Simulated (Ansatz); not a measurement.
## Predicting a hybrid from its neighbours: SiHCl3 (trichlorosilane)

SiHCl3: 5 atoms, total charge 0, spin state singlet. SMILES: `Cl[SiH](Cl)Cl`. The shape is that of a PBE0-D4/def2-TZVP optimisation.

The vertical energy of the triplet above the singlet y, in eV, basis def2-SVPD; a is the functional's share of exact exchange. Programs: Ansatz 0.2.0.

| functional | program | a | y (eV) |
| --- | --- | --- | --- |
| r2SCAN | Ansatz | 0 | 7.24 |
| BLYP | Ansatz | 0 | 6.70 |
| B3LYP | Ansatz | 0.2 | 7.26 |
| PBE0 | Ansatz | 0.25 | ? |
| r2SCAN0 | Ansatz | 0.25 | 7.68 |
| BHLYP | Ansatz | 0.5 | 7.97 |

Task: Fit y = c + s·a to the known rows and predict PBE0.

Result: 
1. Means of the 5 rows: a = 0.1900, y = 7.370.
2. Σ(Δa)² = 0.172, Σ(Δa·Δy) = 0.3555, so the slope is 0.3555/0.172 = 2.0669.
3. Intercept: 7.370 − (2.0669) × 0.1900 = 6.977. The largest residual of the fit is 0.28.
4. PBE0: 6.977 + (2.0669) × 0.25 = 7.49 eV.

The run gave 7.44 eV, so the prediction is off by +0.05 eV, within the largest residual. The rows mix families of semi-local functionals, which the line can't see.

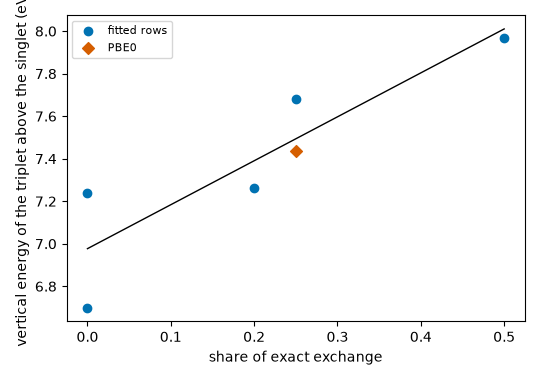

The fitted line, with the withheld row.
